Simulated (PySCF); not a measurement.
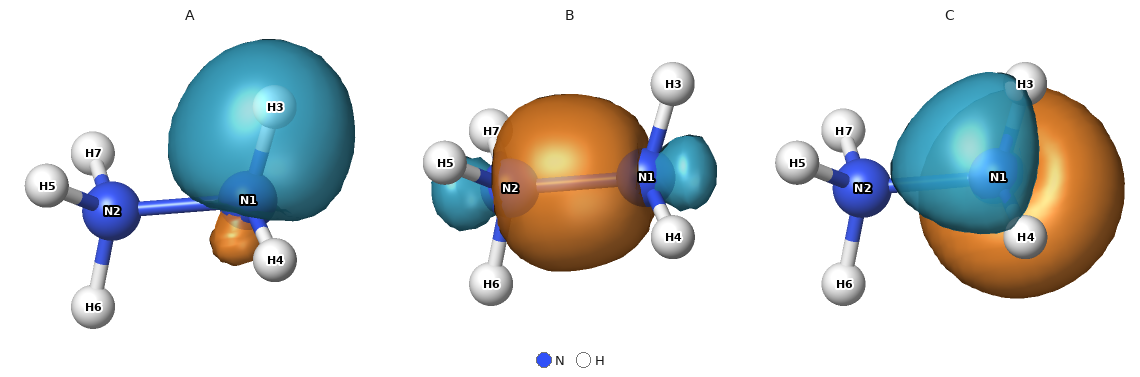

Figure 1: H$_{5}$N$_{2}$, charge +1, SMILES `N[NH3+]`. Intrinsic bond orbitals (IBO), occupied; each surface holds about 85 % of the orbital's density. Energies are diagonal elements of the Fock matrix.

Computed with PySCF, PBE0/cc-pVDZ, geometry: GFN2-xTB. No frequency check shows the geometry to be a minimum.

Input script:

```python
import numpy as np
from pyscf import gto, scf, dft, lo
from pyscf.data.elements import chemcore

def solve(mol, dm0=None, hcore=None):
    mf = (dft.UKS if mol.spin else dft.RKS)(mol, xc='pbe0')
    mf.grids.level = 3
    mf = mf.density_fit(auxbasis='def2-universal-jkfit')
    mf.conv_tol, mf.max_cycle = 1e-8, 80
    if hcore is not None:
        mf.get_hcore = lambda *args: hcore
    mf.kernel(dm0)
    if not mf.converged:
        mf = mf.newton().run(mf.mo_coeff, mf.mo_occ, max_cycle=30)
    assert mf.converged, 'SCF not converged'
    return mf

mol = gto.M(atom='''
N     -0.76274    -0.00063    -0.10699
N      0.65943    -0.00074     0.01795
H     -1.18611    -0.82829     0.30247
H     -1.18455     0.83399     0.29040
H      1.04308     0.01356     0.98741
H      1.02616     0.82795    -0.48454
H      1.02460    -0.83764    -0.47245
''', basis='cc-pvdz', charge=1, spin=0, verbose=4)
mf = solve(mol)
occ_all = mf.mo_coeff[:, mf.mo_occ > 0]
occ = occ_all[:, chemcore(mol):]
loc = lo.ibo.ibo(mol, occ, iaos=lo.iao.iao(mol, occ_all))
fock, s = mf.get_fock(), mf.get_ovlp()
ortho = lo.orth_ao(mol, 'meta_lowdin')
ortho = lo.vec_lowdin(lo.iao.iao(mol, occ_all), s)
labels = lo.iao.reference_mol(mol).ao_labels(fmt=None)
vir = lo.vvo.livvo(mol, occ_all, mf.mo_coeff[:, mf.mo_occ == 0])
both = np.hstack([loc, vir])
p = (ortho.T @ s @ both) ** 2
pop = np.array([p[[l[0] == a for l in labels]].sum(0) for a in range(mol.natm)])
spd = np.array([[p[[l[0] == a and l[2][-1] == k for l in labels]].sum(0) for k in 'spd'] for a in range(mol.natm)])
eps = np.einsum('pi,pq,qi->i', both, fock, both)
for i in np.argsort(eps):
    top = np.argsort(-pop[:, i])[:3]
    print('%3d %s %9.4f Eh ' % (i + 1, 'occ' if i < loc.shape[1] else 'vir', eps[i]), '  '.join('%s%d %.3f' % (mol.atom_symbol(a), a + 1, pop[a, i]) for a in top))
np.savez('result.npz', c=both, nocc=loc.shape[1], pop=pop, spd=spd, eps=eps, e=mf.e_tot)
```

Command:

```sh
OMP_NUM_THREADS=1 python input.py
```

The run took 2.5 s on 1 thread of Arm Neoverse V2, with other jobs on the host, peak memory 0.27 GiB.

> What does each orbital represent in a Lewis picture?

By panel:
- A: σ bond N1–H3 (N1 66 %, H3 34 %; −23.8 eV)
- B: σ bond N2–N1 (N2 57 %, N1 43 %; −26.6 eV)
- C: lone pair on N1 (sp4.6-type) (N1 99 %; −15.0 eV)

> How do all the valence pairs divide up?

7 pairs: 6 σ bonds and 1 lone pair.
